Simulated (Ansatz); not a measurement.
BClH2 (BH2Cl)

The calculation's input:

```
crystal:
  periodic: [false, false, false]
  atoms:
    - {symbol: B, position_ang: [0.078899, 0.130304, -0.000447]}
    - {symbol: H, position_ang: [1.267451, 0.067596, 0.016021]}
    - {symbol: H, position_ang: [-0.527568, 1.154366, -0.019312]}
    - {symbol: Cl, position_ang: [-0.818792, -1.352277, 0.003749]}
basis:
  gaussian: {orbitals: def2-TZVP, initial_orbitals: start.molden}
hamiltonian: {xc: pbe0, dispersion: d4}
output: {orbitals: {seedname: orbitals}}
```

Run with:

```sh
ansatz run in.yaml --threads 4 --pin off --events-out ev --progress --plain --max-ram 3916MiB
```

Geometry: PBE0-D4/def2-TZVP.

Method: RKS PBE0-D4/def2-TZVP (Ansatz 0.2.0).

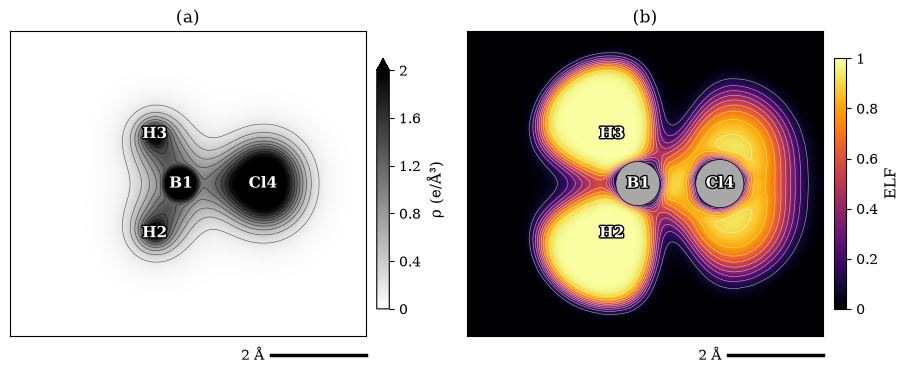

Figure 1. (a) electron density; (b) ELF on the molecular plane. Grey discs cover the atomic cores in the ELF map.

Question: Read the bonding off the picture.

Answer:
- The plane passes through B, H and Cl nuclei.
- B–Cl (1.73 Å): ρ is about 1.4 e/Å³ halfway; the ELF peaks at about 0.90 between the atoms; a polar covalent bond.
- B–H (1.19 Å): the density is about 1.3 e/Å³ at the midpoint; the ELF climbs to about 1 towards the hydrogen, as it does in any bond to H: a covalent bond by its length.
- The ELF also peaks beside Cl4, away from the bonds: lone-pair regions.

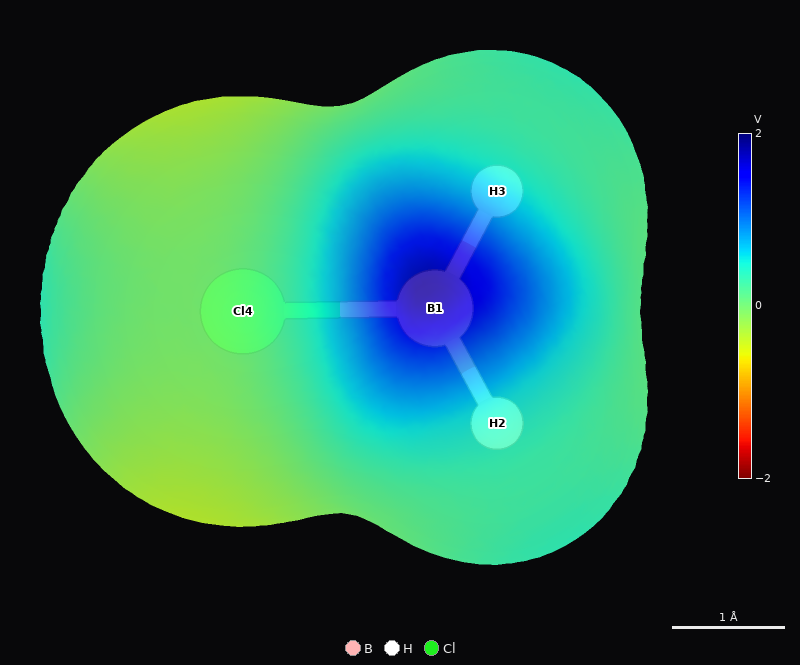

Figure 2. The electrostatic potential painted on the density surface at 0.002 e/bohr³, seen across its widest extent; the colour scale runs from red (negative) to blue (positive).

Question: Which sites attract a positive test charge, and which a negative one?

Answer: A positive charge is drawn to the negative regions and a negative charge to the positive ones. The most negative region (about −0.4 V, or −9 kcal/mol for a unit charge) lies over Cl4, the most positive (about +1.8 V, or +42 kcal/mol for a unit charge) over B1. Cl4 shows a σ-hole: about +0.4 V, or +9 kcal/mol for a unit charge at the tip opposite its bond, against about −0.2 V on its flanks.

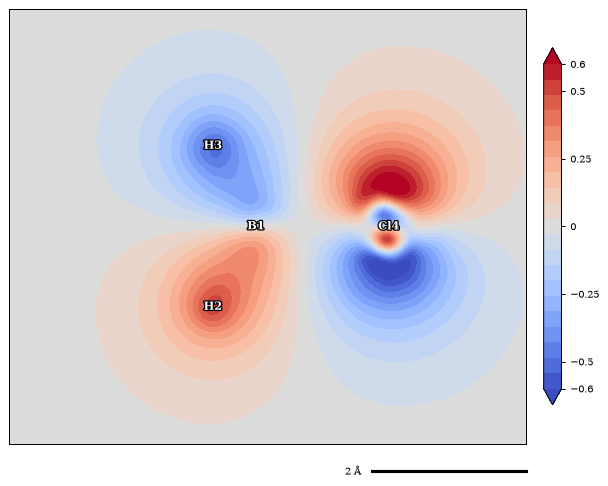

Figure 3. One frontier orbital on the molecular plane (values in Å⁻³ᐟ²; the overall sign is arbitrary).

Question: Which orbital is it: HOMO or LUMO?

Answer: The HOMO, at −8.65 eV. It lies mainly on Cl4 (about 60 %), B1 (about 15 %), H2 (about 10 %) and H3 (about 10 %); it is symmetric in the molecular plane (an in-plane orbital: σ, lone-pair or in-plane π type).
